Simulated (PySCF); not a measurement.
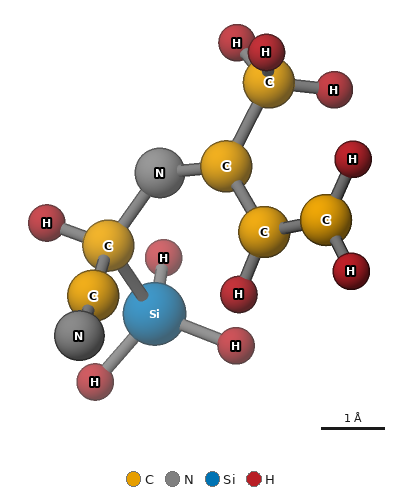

The structure (ball-and-stick view, seen at a tilt).

# NMR shielding calculation of C6H10N2Si

- system: C6H10N2Si
- method: GIAO PBE0/pcSseg-1 NMR shielding, non-relativistic, gas phase (PySCF 2.14.0)

The geometry comes from this level: GFN2-xTB. It belongs to a series of runs on one base structure; here: H on C replaced by CN. Figures and captions count atoms from 1; the log counts them from 0 in places.

### Input file
```
{"job": {"kind": "nmr", "xc": "PBE0", "basis": "pcSseg-1"}, "charge": 0, "multiplicity": 1}
C     -2.149885     0.074064    -1.541541
C     -0.970764     0.135382    -0.932754
C     -0.762387    -0.000583     0.509025
C     -1.914450    -0.477957     1.345067
N      0.313568     0.236606     1.143768
C      1.547402     0.687358     0.588363
Si     2.540714    -0.874665     0.011298
C      1.505473     1.666387    -0.457835
N      1.487768     2.466763    -1.278782
H     -3.073837    -0.068152    -1.007329
H     -2.232244     0.180747    -2.610296
H     -0.081649     0.301675    -1.526490
H     -2.302813    -1.415845     0.953678
H     -1.580970    -0.621228     2.368523
H     -2.714872     0.259753     1.335062
H      2.110564     1.134758     1.420389
H      2.571909    -1.768442     1.163643
H      3.872602    -0.422238    -0.383382
H      1.824067    -1.485132    -1.107868
```

The first line tells a small driver script what to run in PySCF; the rest is the geometry in Å.

Launch command:
```bash
OMP_NUM_THREADS=1 python <driver script> task.json out
```

### What the program printed
```
coarse grid: 16464 points
cycle   1  E = -632.8712094634  dE =  1.126e+00  |g| = 5.363e-01  |ddm| = 4.072e+00
cycle   2  E = -632.7324010035  dE =  1.388e-01  |g| = 9.735e-01  |ddm| = 1.435e+00
cycle   3  E = -632.9340685164  dE = -2.017e-01  |g| = 1.903e-01  |ddm| = 9.002e-01
cycle   4  E = -632.9416483828  dE = -7.580e-03  |g| = 5.909e-02  |ddm| = 1.919e-01
cycle   5  E = -632.9421761771  dE = -5.278e-04  |g| = 3.245e-02  |ddm| = 6.959e-02
cycle   6  E = -632.9424108661  dE = -2.347e-04  |g| = 4.408e-03  |ddm| = 3.467e-02
cycle   7  E = -632.9424157151  dE = -4.849e-06  |g| = 9.803e-04  |ddm| = 5.910e-03
final grid: 154880 points
cycle   8  E = -632.9939732317  dE = -5.627e-05  |g| = 7.231e-03  |ddm| = 4.574e-02
cycle   9  E = -632.9939729848  dE =  2.468e-07  |g| = 7.380e-03  |ddm| = 1.477e-02
cycle  10  E = -632.9939866052  dE = -1.362e-05  |g| = 1.067e-03  |ddm| = 7.919e-03
cycle  11  E = -632.9939868047  dE = -1.995e-07  |g| = 5.390e-04  |ddm| = 1.471e-03
cycle  12  E = -632.9939868661  dE = -6.135e-08  |g| = 1.482e-04  |ddm| = 5.438e-04
cycle  13  E = -632.9939868698  dE = -3.768e-09  |g| = 8.063e-05  |ddm| = 1.723e-04
cycle  14  E = -632.9939868712  dE = -1.324e-09  |g| = 1.647e-05  |ddm| = 6.847e-05
cycle  15  E = -632.9939868712  dE = -5.821e-11  |g| = 4.020e-06  |ddm| = 1.669e-05
```

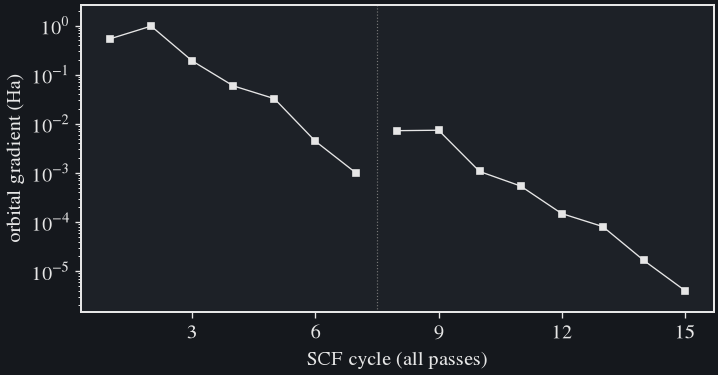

Convergence of the self-consistent field: orbital gradient against the SCF cycle. The dotted line marks the change from a coarse to the final integration grid. The first 7 cycles use a coarse grid, the final grid takes over at cycle 8, and the field converges after 15 cycles in all.

```
converged SCF energy = -632.9939868712

GIAO shielding tensors (ppm)
atom      isotropic    diamagn.    paramagn.     s11        s22        s33       span
  0 C       55.893     255.184    -199.291    -55.690     53.221    170.147    225.837
  1 C       51.352     261.015    -209.663    -62.720     51.419    165.357    228.078
  2 C       16.774     258.202    -241.428    -77.244      0.017    127.551    204.795
  3 C      159.370     249.958     -90.587    141.551    149.764    186.796     45.245
  4 N      -76.695     331.792    -408.487   -377.966    -88.348    236.229    614.195
  5 C      150.917     252.202    -101.285    133.629    138.921    180.200     46.571
  6 Si     412.626     879.802    -467.176    383.362    402.104    452.413     69.050
  7 C       62.518     263.124    -200.605    -55.359    -49.806    292.720    348.079
  8 N      -41.908     341.127    -383.036   -205.093   -174.097    253.464    458.558
  9 H       25.768      32.081      -6.313     22.907     24.743     29.654      6.747
 10 H       25.603      30.206      -4.603     23.243     24.760     28.807      5.564
 11 H       24.109      36.686     -12.577     20.212     21.827     30.288     10.076
 12 H       29.579      30.829      -1.250     26.383     28.464     33.889      7.505
 13 H       29.525      30.225      -0.700     25.759     28.793     34.023      8.264
 14 H       29.212      30.135      -0.923     25.698     28.124     33.814      8.116
 15 H       26.566      28.620      -2.055     22.672     26.145     30.880      8.207
 16 H       27.685      29.223      -1.537     24.523     25.926     32.607      8.084
 17 H       27.539      28.184      -0.645     24.466     25.263     32.889      8.423
 18 H       27.789      29.968      -2.180     24.026     27.852     31.488      7.462
```

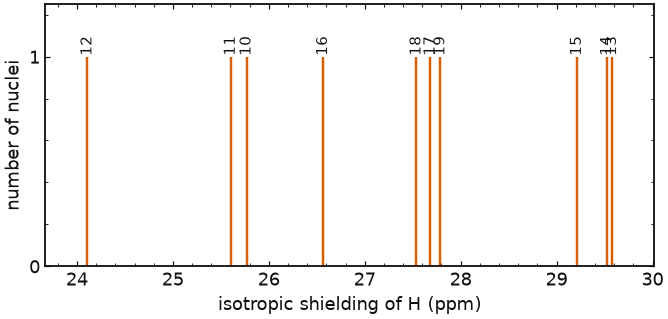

Isotropic shieldings of the hydrogen nuclei in this fixed geometry, labelled by atom number; shielding grows to the right, so chemical shift grows to the left. The least shielded is H12 (24.1 ppm), the most shielded H13 (29.6 ppm).

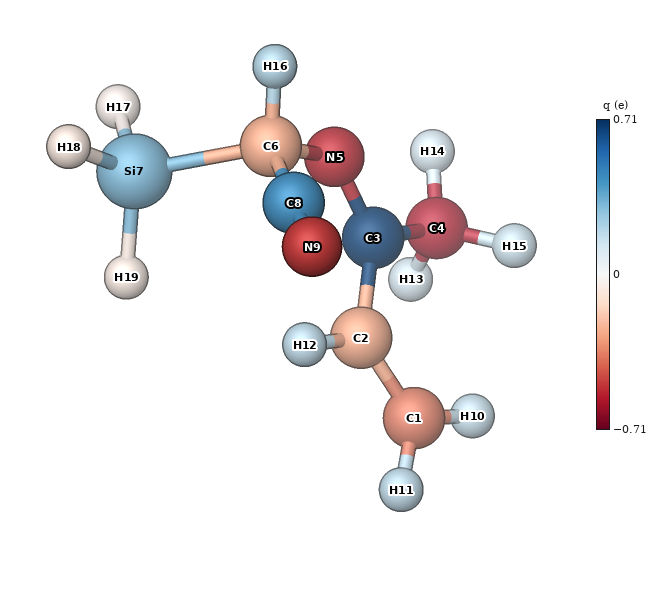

ESP-fitted charges, as the colour of each atom (ball-and-stick view, seen at a tilt; atoms are numbered from 1 in the order of the input). By element: C −0.57 to +0.68, N −0.53 to −0.50, Si +0.33 and H −0.07 to +0.22 e.

### Results in brief

| quantity | value |
| --- | --- |
| outcome | converged |
| total energy | −632.993987 hartree |
| HOMO | −7.36 eV |
| LUMO | −1.64 eV |
| dipole moment | 3.20 D |
| isotropic shielding, C | 16.8 to 159.4 ppm |
| isotropic shielding, N | −76.7 to −41.9 ppm |
| isotropic shielding, Si | 412.6 ppm |
| isotropic shielding, H | 24.1 to 29.6 ppm |
| hardware | 1 CPU thread, shared host |
| wall time | 39 s |
| peak memory | 0.94 GiB |
